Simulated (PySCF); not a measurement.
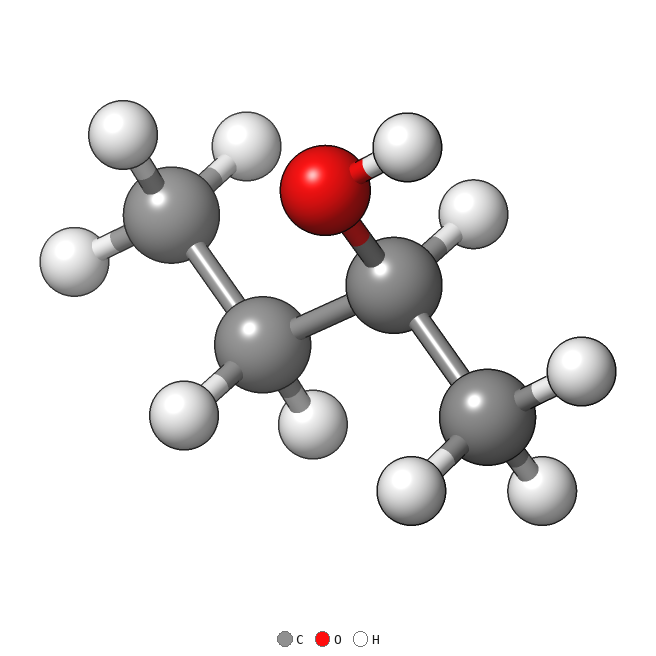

Rendered structure (ball-and-stick style).

The geometry was computed by an optimisation with PBE0-D3(BJ)/def2-SVP. No frequency run is at hand to confirm it as a minimum.

Describe the molecule.

The molecule is C₄H₁₀O. As SMILES it reads `CC[C@H](C)O`. It has no ring. Among its groups: alcohol. The point group is C1. Coordination: 4 C tetrahedral; 1 O bent.

More results for the same structure follow; atom numbers are the same in all pictures, views and colours differ.

**Geometry**

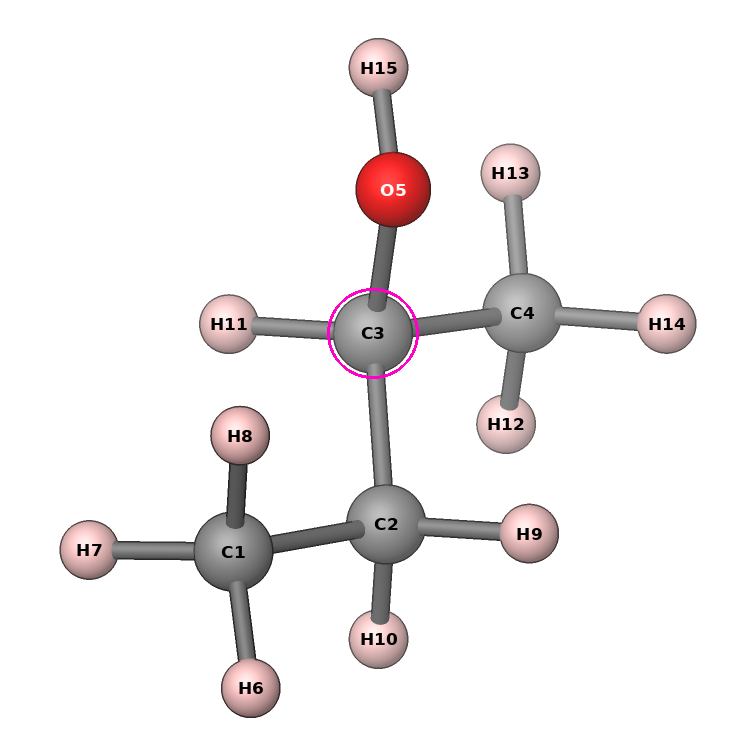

Distant atoms are faded towards the background colour. Circles mark the stereogenic atoms. No frequency run is at hand to confirm it as a minimum.

**Give the R/S and E/Z labels.**

C3: S (priorities O5 > C2 > C4 > H11).

**Electronic properties**

No frequency run is at hand to confirm it as a minimum. Method: PBE0/IGLO-III, gas phase (PySCF 2.14.0).

Computed properties:

- dipole moment: 1.50 D
- HOMO energy (Kohn–Sham orbital): −7.79 eV
- LUMO energy (Kohn–Sham orbital): 0.59 eV
- HOMO–LUMO gap: 8.38 eV

**NMR shielding**

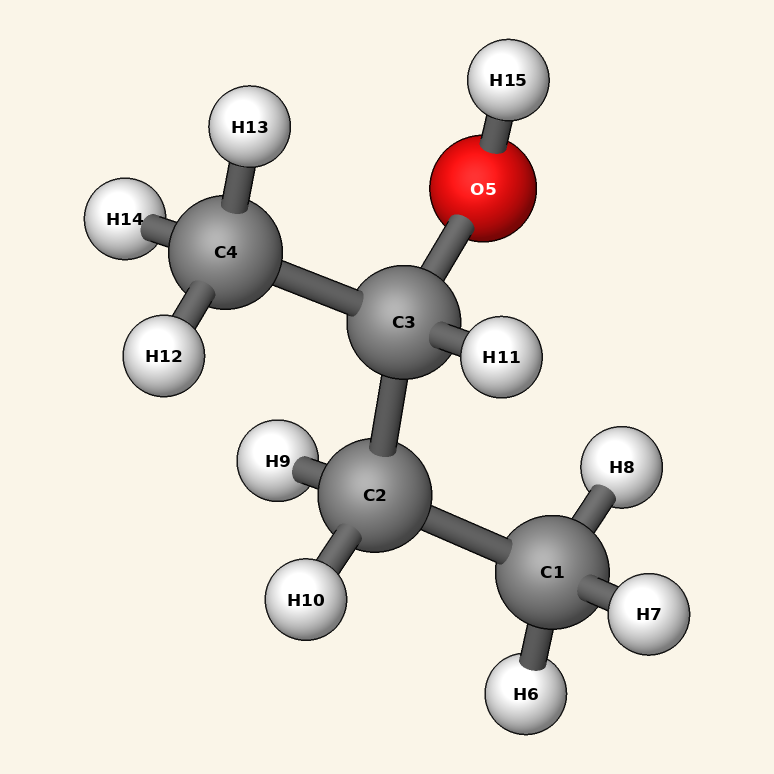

No frequency run is at hand to confirm it as a minimum. Method: GIAO PBE0/pcSseg-0 NMR shielding, non-relativistic, gas phase (PySCF 2.14.0). Principal shieldings σ11 ≤ σ22 ≤ σ33, span Ω = σ33 − σ11, skew κ = 3(σiso − σ22)/Ω.

Give the shielding tensors of the O atoms.

```
atom    σ11    σ22    σ33   σiso     Ω     κ
  O5  253.0  261.9  325.0  280.0  72.0  0.75
```

Shieldings and span in ppm.

**Quadrupole coupling**

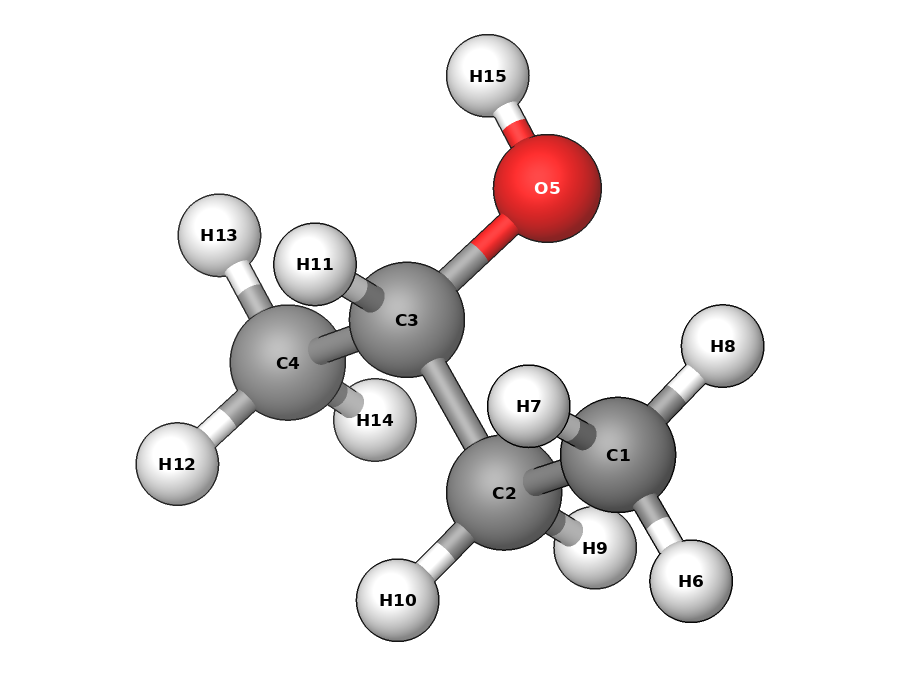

No frequency run is at hand to confirm it as a minimum. Electric field gradients from the ground-state density, PBE0/pcSseg-0 (PySCF 2.14.0), non-relativistic apart from any core potentials.

Give the largest field-gradient component, the quadrupole coupling constant and the asymmetry for 17O at O5 (Q = −25.6 mb).

```
atom  V_zz (a.u.)  e²qQ/h (MHz)     η
  O5       −2.244         13.50  0.86
```
